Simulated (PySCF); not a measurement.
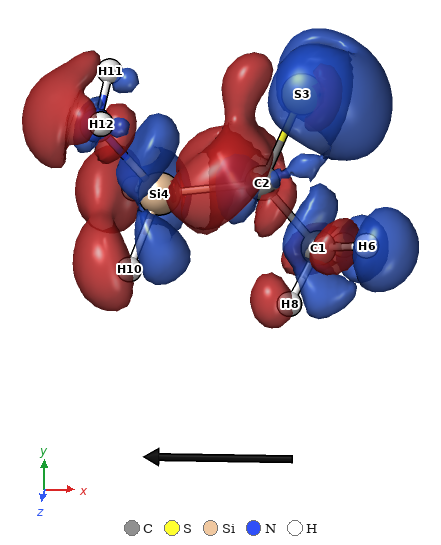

*C$_{2}$H$_{7}$NSSi, charge −1, doublet, SMILES `C[C]([S-])[SiH2]N`. Change of the electron density in a uniform field of 0.10 V/Å along −x (arrow), surfaces at ±0.0008 e/Å³ (blue: gain, red: loss).*

Method: HF/def2-SVP; geometry: GFN2-xTB; program: PySCF. No frequency check shows the geometry to be a minimum. The stability of the open-shell solution wasn't checked. GFN2-xTB bond lengths at metals and heavier atoms can be off by up to 0.1 Å and shapes distorted, which carries into these values. The basis has no diffuse functions, which an anion needs. GFN2-xTB doesn't know the spin state, so this open-shell geometry is rough.

What dipole is induced, and what polarisability does it imply?

The induced dipole is 0.38 D (along the field); α along this axis, from the fields in both directions, is 75 bohr³ (11.1 Å³).

Which atoms gain and lose the most charge?

Electrons gather most on S3 (Hirshfeld charge changes by −0.010 e) and leave N5 most (+0.004 e); 0.035 electrons are displaced in all.

Run time: 14 s on 1 thread of Intel(R) Xeon(R) Processor @ 2.50GHz (Skylake/Cascade Lake), with other jobs on the host, peak memory 0.46 GiB.
